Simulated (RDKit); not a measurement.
# Run report: C2H10N2Si, geometry relaxation

System: C2H10N2Si, SMILES CN[SiH2]NC.
Method: MMFF94 (RDKit 2026.09.1).

The geometry comes from this level: PBE0-D4/def2-TZVP.

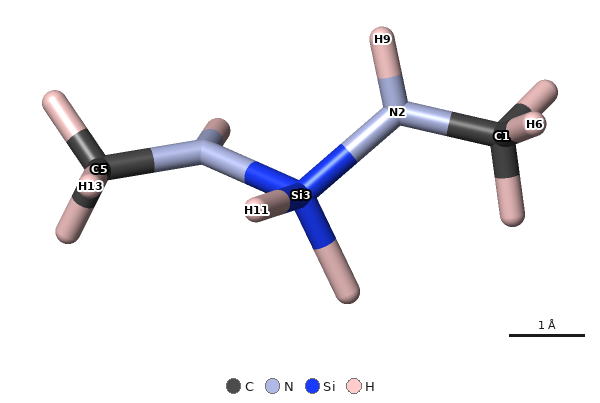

Fig. 1: The structure as given in the input (stick view, seen at a tilt; atoms are numbered from 1 in the order of the input). Bond lengths as drawn: C–H 1.09 to 1.10 Å, C–N 1.44 Å, H–N 1.01 Å, H–Si 1.50 Å and N–Si 1.71 Å.

## The input (ff.py)
```python
# MMFF94 minimise with RDKit
import json
import numpy as np
from rdkit import Chem
from rdkit.Chem import AllChem

mol = Chem.MolFromMolFile("mol.sdf", removeHs=False)
symbols = [a.GetSymbol() for a in mol.GetAtoms()]
start = mol.GetConformer().GetPositions().copy()

props = AllChem.MMFFGetMoleculeProperties(mol, mmffVariant="MMFF94")
ff = AllChem.MMFFGetMoleculeForceField(mol, props)
e0 = ff.CalcEnergy()
print(f"start   E = {e0:.5f} kcal/mol")
path, flag, n = [], 1, 0
while flag and n < 2000:
    flag = ff.Minimize(maxIts=50, forceTol=0.0001)
    n += 50
    path.append((n, ff.CalcEnergy(), mol.GetConformer().GetPositions().tolist()))
    print(f"{n:5d}   E = {path[-1][1]:.5f} kcal/mol")
print("converged" if flag == 0 else "iteration limit reached")
final = mol.GetConformer().GetPositions()
for a, p in zip(symbols, final):
    print(f"{a:<2} {p[0]:11.5f} {p[1]:11.5f} {p[2]:11.5f}")
print(f"energy gained {e0 - path[-1][1]:.4f} kcal/mol")
json.dump(dict(symbols=symbols, start=start.tolist(), start_energy=e0, energy=path[-1][1], final=final.tolist(), path=path, success=flag == 0), open("results.json", "w"))
```

## File mol.sdf
```

     RDKit          3D

 15 14  0  0  0  0  0  0  0  0999 V2000
   -0.4880    0.0979   -2.6817 C   0  0  0  0  0  0  0  0  0  0  0  0
   -0.7076   -0.0712   -1.2637 N   0  0  0  0  0  0  0  0  0  0  0  0
    0.3507    0.4441   -0.0229 Si  0  0  0  0  0  4  0  0  0  0  0  0
    0.1689   -0.6179    1.3054 N   0  0  0  0  0  0  0  0  0  0  0  0
    0.3562   -0.2681    2.6947 C   0  0  0  0  0  0  0  0  0  0  0  0
   -0.9898    0.9804   -3.0987 H   0  0  0  0  0  0  0  0  0  0  0  0
   -0.8261   -0.7784   -3.2446 H   0  0  0  0  0  0  0  0  0  0  0  0
    0.5817    0.2124   -2.8713 H   0  0  0  0  0  0  0  0  0  0  0  0
   -1.6686   -0.2496   -1.0175 H   0  0  0  0  0  0  0  0  0  0  0  0
    1.6820    0.4888   -0.7025 H   0  0  0  0  0  0  0  0  0  0  0  0
    0.1146    1.7923    0.5795 H   0  0  0  0  0  0  0  0  0  0  0  0
    0.2111   -1.6085    1.1241 H   0  0  0  0  0  0  0  0  0  0  0  0
    0.2232    0.8091    2.8180 H   0  0  0  0  0  0  0  0  0  0  0  0
   -0.3836   -0.7623    3.3332 H   0  0  0  0  0  0  0  0  0  0  0  0
    1.3534   -0.5200    3.0774 H   0  0  0  0  0  0  0  0  0  0  0  0
  2  1  1  0
  3  2  1  0
  4  3  1  0
  5  4  1  0
  6  1  1  0
  7  1  1  0
  8  1  1  0
  9  2  1  0
 10  3  1  0
 11  3  1  0
 12  4  1  0
 13  5  1  0
 14  5  1  0
 15  5  1  0
M  END
$$$$
```

Machine: 1 thread of Intel Xeon (Sapphire Rapids), 16 GiB of memory available, shared host.

Run as:
```bash
python ff.py
```

## What the program printed
```
start   E = -84.87821 kcal/mol
   50   E = -97.72473 kcal/mol
converged
C     -0.46298     0.08021    -2.64252
N     -0.46251    -0.29974    -1.24074
Si     0.39460     0.50052    -0.02622
N     -0.11176    -0.43419     1.28528
C      0.33272    -0.24896     2.65550
H     -0.89314     1.07681    -2.79113
H     -1.06401    -0.63291    -3.21626
H      0.54869     0.06620    -3.06295
H     -1.42423    -0.35574    -0.91434
H      1.84468     0.33986    -0.23025
H     -0.09505     1.88326     0.10949
H      0.04508    -1.40247     1.01619
H      0.10119     0.75787     3.02038
H     -0.18477    -0.95914     3.30879
H      1.40959    -0.42258     2.75818
energy gained 12.8465 kcal/mol
```

## Results in brief

```json
{"quantity": "outcome", "value": "converged"}
{"quantity": "total energy", "value": "−0.155734 hartree"}
{"quantity": "peak memory", "value": "0.075 GiB"}
```
